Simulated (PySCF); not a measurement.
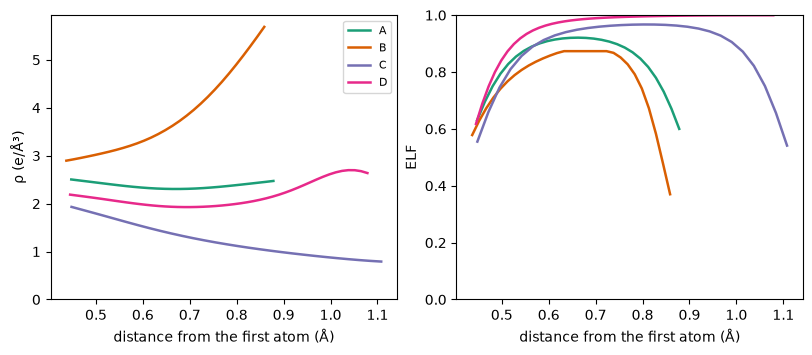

Figure. C$_{6}$H$_{12}$OSi (SMILES C=C[SiH2][C@H](C=O)CC). Total electron density and electron localisation function along straight lines between neighbouring atoms. The curves leave out the atomic cores.

Geometry: GFN2-xTB.

All numbers below come from PBE0/pcSseg-1, SCF density, gas phase, non-relativistic (PySCF 2.14.0).

```yaml
atoms:
  - { symbol: C, position_ang: [2.8809, 0.8183, -0.3012] }
  - { symbol: C, position_ang: [2.3098, -0.1669, 0.3771] }
  - { symbol: Si, position_ang: [1.0845, -1.3900, -0.3705] }
  - { symbol: C, position_ang: [-0.6327, -0.5188, -0.5823] }
  - { symbol: C, position_ang: [-0.3993, 0.5960, -1.5202] }
  - { symbol: O, position_ang: [-0.3886, 0.5168, -2.7227] }
  - { symbol: C, position_ang: [-1.2110, -0.0649, 0.7539] }
  - { symbol: C, position_ang: [-2.6338, 0.4636, 0.6000] }
  - { symbol: H, position_ang: [2.6710, 0.9825, -1.3462] }
  - { symbol: H, position_ang: [3.5808, 1.5060, 0.1498] }
  - { symbol: H, position_ang: [2.5654, -0.2822, 1.4242] }
  - { symbol: H, position_ang: [1.5252, -1.8671, -1.6799] }
  - { symbol: H, position_ang: [0.8644, -2.4964, 0.5689] }
  - { symbol: H, position_ang: [-1.2932, -1.2491, -1.0563] }
  - { symbol: H, position_ang: [-0.1683, 1.5599, -1.0183] }
  - { symbol: H, position_ang: [-1.2138, -0.9018, 1.4560] }
  - { symbol: H, position_ang: [-0.5754, 0.7187, 1.1745] }
  - { symbol: H, position_ang: [-2.6557, 1.3050, -0.0898] }
  - { symbol: H, position_ang: [-3.0256, 0.7937, 1.5598] }
  - { symbol: H, position_ang: [-3.2896, -0.3126, 0.2103] }
```

Question: Which curve belongs to which contact (C–C, C–H, C–O and C–Si)? The first atom named is at distance zero.

Answer: Curve A: C–C (1.33 Å): ρ at the midpoint is about 2.3 e/Å³; the ELF peaks at about 0.90 between the atoms: a short, multiple covalent bond. Curve B: C–O (1.21 Å): ρ at the midpoint is about 3.3 e/Å³; the ELF peaks at about 0.85 between the atoms; a short, multiple covalent bond. Curve C: C–Si (1.89 Å): ρ at the midpoint is about 0.93 e/Å³; the ELF peaks at about 0.95 between the atoms; a covalent bond. Curve D: C–H (1.08 Å): the density is about 2.1 e/Å³ at the midpoint; the ELF climbs to about 1 towards the hydrogen, as it does in any bond to H; an ordinary covalent bond to hydrogen.
